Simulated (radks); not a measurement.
# Valence configurations of S⁺

NIST gives [Ne] 3s2 3p3 as the ground configuration of S⁺. Does this level of theory agree? Several fillings of the valence shells are run.

The numbers are computed with radks (a radial shooting solver on a logarithmic mesh, Libxc functionals) version 1 (non-relativistic Kohn-Sham, PBE, spin-polarised, spherical densities, point nucleus; open shells are filled with parallel spins first), except any that are marked as measured or tabulated.

**1. The atom as given**

* element: sulfur (Z = 16)
* charge: +1
* electrons: 15
* configuration: [Ne] 3s2 3p3
* others tried: 3s1.5 3p3.5; 3s1 3p4; 3s0.5 3p4.5; 3p5

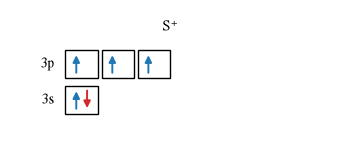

The shells outside the core, filled by Hund's rule for the drawing.

**2. [Ne] 3s2 3p3**

The run's settings:

```text
Z 16
configuration [Ne] 3s2 3p3
relativity non-relativistic
functional pbe,pbe
spin polarised
nucleus point
```

The run is started by

```
$ python run_ks.py task.json out
```

This one command runs every case of the session in turn.

**3. [Ne] 3s1.5 3p3.5**

The run's settings:

```text
Z 16
configuration [Ne] 3s1.5 3p3.5
relativity non-relativistic
functional pbe,pbe
spin polarised
nucleus point
```

**4. [Ne] 3s1 3p4**

The run's settings:

```text
Z 16
configuration [Ne] 3s1 3p4
relativity non-relativistic
functional pbe,pbe
spin polarised
nucleus point
```

**5. [Ne] 3s0.5 3p4.5**

The run's settings:

```text
Z 16
configuration [Ne] 3s0.5 3p4.5
relativity non-relativistic
functional pbe,pbe
spin polarised
nucleus point
```

**6. [Ne] 3p5**

The run's settings:

```text
Z 16
configuration [Ne] 3p5
relativity non-relativistic
functional pbe,pbe
spin polarised
nucleus point
```

Q: Predict the outcome of this session. Wanted: for each run, valence; E − E(NIST configuration); moment; highest level; its energy; 1s shift.

As calculated:

| valence | E − E(NIST configuration) (eV) | moment (μB) | highest level | its energy (eV) | 1s shift (eV) |
| --- | --- | --- | --- | --- | --- |
| 3s2 3p3 | 0.000 | 3 | 3p up | -17.921 | +0.00 |
| 3s1.5 3p3.5 | 5.300 | 3 | 3p down | -14.959 | -0.72 |
| 3s1 3p4 | 10.602 | 3 | 3p down | -15.263 | -1.44 |
| 3s0.5 3p4.5 | 17.428 | 2 | 3p down | -16.361 | -2.27 |
| 3p5 | 23.686 | 1 | 3p down | -17.327 | -2.97 |

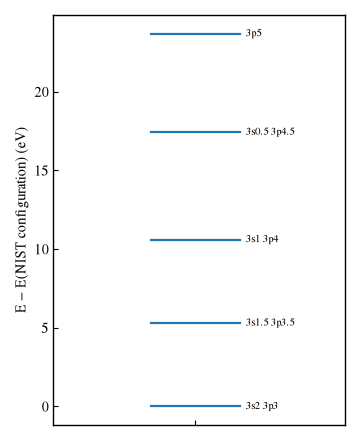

Energies of the configurations.

In words: Theory agrees with NIST among these: the next, 3s1.5 3p3.5, lies 5.300 eV higher. The energies are those of spherical high-spin densities, not of single terms. The 1s eigenvalue shifts by up to 2.97 eV as the valence charge is rearranged.
